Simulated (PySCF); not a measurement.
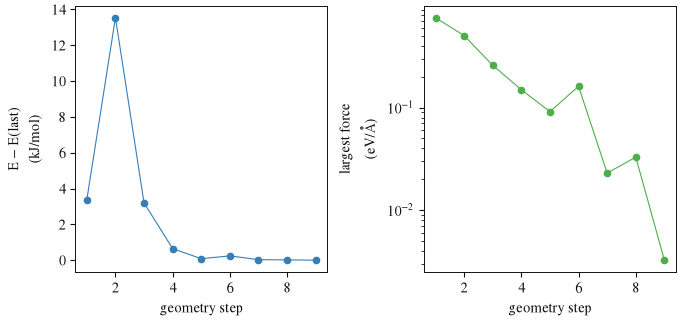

History of a geometry optimisation.

System: 1,2,3-trifluorobenzene (F-1,3) (SMILES Fc1cccc(F)c1F).
Method: PBE0-D3(BJ)/def2-SVP, geometry optimisation (PySCF 2.14.0, density fitting).

> How did the optimisation end?

The optimisation met its thresholds at geometry 9, counting the start as the first. The energy fell by about 3.4 kJ/mol from the first step to the last, with a rise at steps 2 and 6. The largest force goes from about 0.75 eV/Å at the start to 3 × 10⁻³ eV/Å at the end.

> By which step was nine tenths of the energy gained?

By step 5 of 9.
